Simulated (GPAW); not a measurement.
**Property calculation, with input and output: CuHO**

- system: CuHO, SMILES [OH][Cu]
- method: HSE06/plane waves, dispersion D4, scalar-relativistic datasets (GPAW 26.7.0)

The geometry comes from this level: GFN2-xTB.

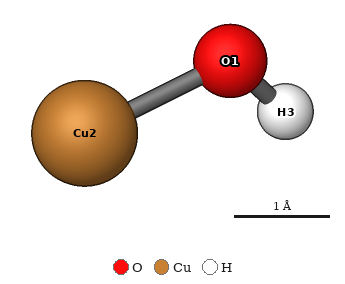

The input geometry (ball-and-stick view, seen at a tilt; atoms are numbered from 1 in the order of the input). Sticks mark near contacts. Bond lengths as drawn: Cu–O 1.74 Å and H–O 0.95 Å.

**The input (mol.py)**
```python
import numpy as np
from ase.calculators.mixing import SumCalculator
from ase.io.zmatrix import parse_zmatrix
from ase.units import Debye
from dftd4.ase import DFTD4
from gpaw import GPAW, PW

# Geometry
zmat = """
O
Cu 1 r2
H 1 r3 2 a3
"""
values = dict(r2=1.742505, r3=0.954849, a3=113.28821)
mol = parse_zmatrix(zmat, defs=values)
mol.center(vacuum=4.5)

# Ground state
dft = GPAW(mode=PW(600),
           xc='HSE06',
           maxiter=100,
           occupations={'name': 'fermi-dirac', 'width': 0.02},
           txt='mol.txt')
mol.calc = SumCalculator([DFTD4(method='HSE06'), dft])

energy = mol.get_potential_energy()
print(f'Energy: {energy:.5f} eV')
forces = mol.get_forces()
print('Forces (eV/Ang)')
for symbol, f in zip(mol.symbols, forces):
    print(f'{symbol:2} {f[0]:9.4f} {f[1]:9.4f} {f[2]:9.4f}')
dipole = dft.get_dipole_moment(mol) / Debye
print(f'Dipole: {np.linalg.norm(dipole):.3f} D')
```

Run on 1 thread of Arm Neoverse V2, 24 GiB of memory available, shared host.

Command:
```bash
python3 -u mol.py | tee mol.out
```

**Output**
```
Energy: -19.57523 eV
Forces (eV/Ang)
O    -0.6885   -0.4503    0.0000
Cu    0.7266    0.0693    0.0000
H    -0.0209    0.3815    0.0000
Dipole: 3.644 D
```

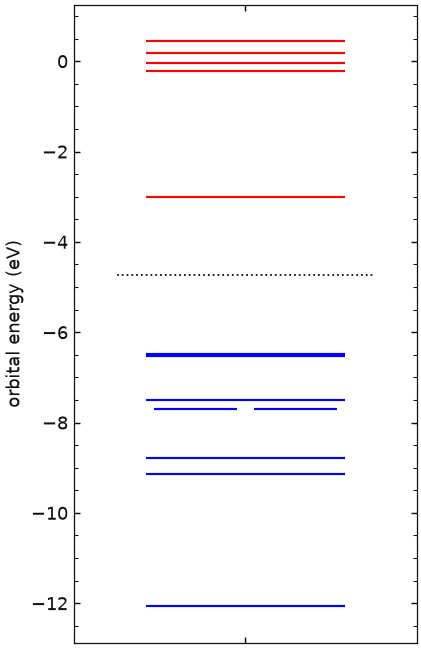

Orbital energies near the frontier; the dotted line parts filled from empty levels, and levels within 0.02 eV of each other stand side by side. Highest filled −6.48 eV, lowest empty −3.00 eV, 3.48 eV apart.

**Summary**

- outcome: converged
- energy relative to the program's reference atoms: −19.5752 eV
- dispersion energy: −0.000735 hartree
- largest force: 0.823 eV/Å
- HOMO: −6.48 eV
- LUMO: −3.00 eV
- dipole moment: 3.64 D
- wall time: 2.2 min
- peak memory: 0.48 GiB
